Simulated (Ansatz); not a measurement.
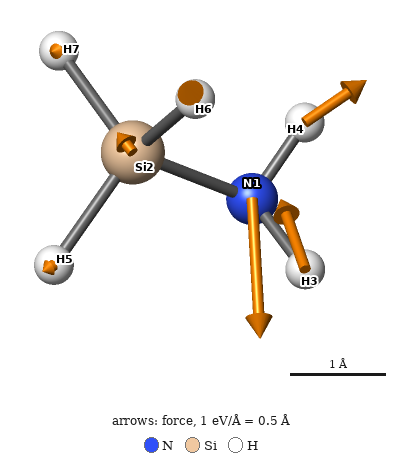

Starting geometry of SiNH5 (coarse preliminary run) with the computed forces as orange arrows. Style: ball-and-stick. Shown at a tilt.

The start comes from a force field.

The calculation used Ansatz 0.2.0, RKS PBE-D4/def2-SVP. Set-up: force threshold 0.03 eV/Å; at most 200 steps.

Is this structure relaxed? If not, where do the atoms go?

It isn't relaxed: the largest force vector, on N1, is 3.11 eV/Å. The final displacements follow the starting forces only in part (cosine between the two patterns 0.31). The largest move after the best rigid fit is that of H6, 0.30 Å. By element the largest moves are H 0.30 Å, N 0.08 Å, Si 0.06 Å. Some distances before and after: N1–H3 1.087 → 1.024 Å, Si2–H6 1.482 → 1.516 Å, N1–H4 0.995 → 1.024 Å, Si2–H5 1.487 → 1.505 Å. Bond angles that change, for instance: Si2–N1–H3 103.9° → 117.5°, Si2–N1–H4 107.2° → 117.6°, N1–Si2–H6 107.1° → 117.3°. The energy falls by 28.2 kJ/mol in 5 geometry steps. Largest force component: 2.7 eV/Å at the start, 0.024 eV/Å at the end. Cost: 2.1 s on 4 threads of Arm Neoverse V2, on a shared host.
